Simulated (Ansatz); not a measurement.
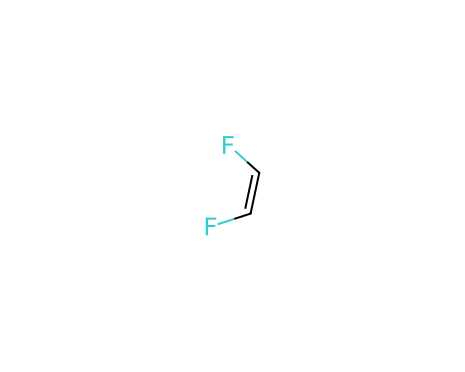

2D structure.

Transcribe the drawing into SMILES.

F/C=C\F

What is the molecular formula?

C2H2F2.

An optimisation with PBE0-D4/def2-TZVP gave a structure of which point group?

C2v.

The parts below concern this one geometry. Atoms keep their numbers from picture to picture. The geometry was computed by an optimisation with PBE0-D4/def2-TZVP.

Shape

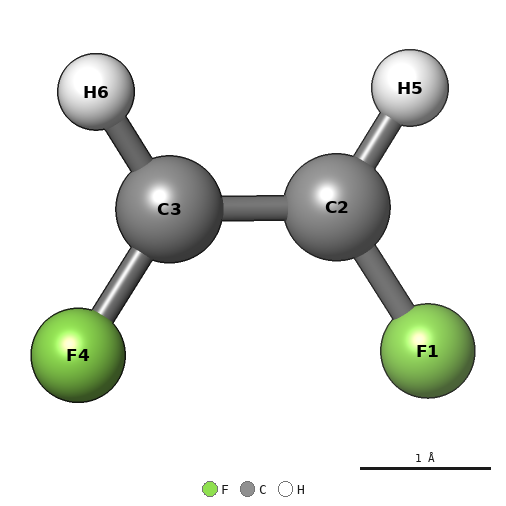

Numbered structure.

Give the bond lengths.

```
 bond  length (Å)   order
F1–C2       1.330  single
C2–C3       1.320  double
C2–H5       1.082  single
C3–F4       1.330  single
C3–H6       1.082  single
```

Thermal motion

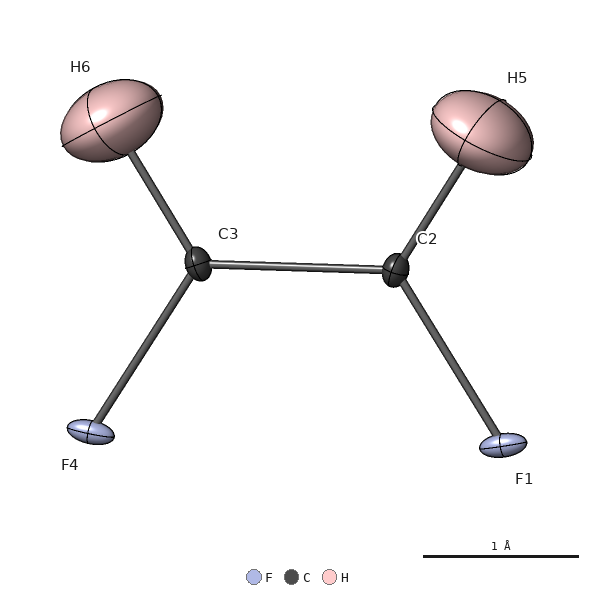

Displacement ellipsoids at the 50 % level, enlarged 2 times, from the internal vibrations of the free molecule (harmonic, no overall translation or rotation; no half-axis is drawn under 0.075 Å). Vibrations computed with RKS PBE0-D4/def2-TZVP (Ansatz 0.2.0). Temperature: 200 K.

List U_eq and the three principal root-mean-square amplitudes for each kind of atom.

| atom | U_eq (Å²) | rms amplitudes (Å) |
| --- | --- | --- |
| F1, F4 | 0.0010 | 0.012, 0.019, 0.051 |
| C2, C3 | 0.0011 | 0.027, 0.036, 0.036 |
| H5, H6 | 0.0126 | 0.078, 0.114, 0.137 |

Dipole moment

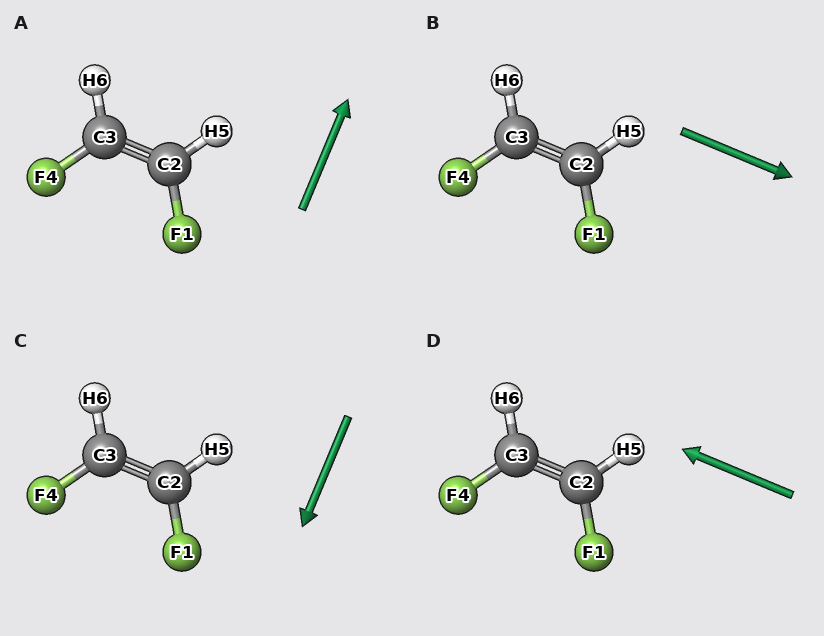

The same molecule four times, each with an arrow. Method: RKS ωB97M-V/def2-TZVPP (Ansatz 0.2.0).

Which arrow points along the dipole moment, from the negative to the positive end?

A. The dipole moment is 2.26 D; it points from the side of F1, F4 to the side of H5, H6 (the outermost atoms at the two ends).

Electronic properties

Properties computed with RKS SPW92 (LDA)/def2-TZVPP (Ansatz 0.2.0).

Computed properties:

- HOMO energy (Kohn–Sham orbital): −6.45 eV
- LUMO energy (Kohn–Sham orbital): −0.89 eV
- HOMO–LUMO gap: 5.56 eV
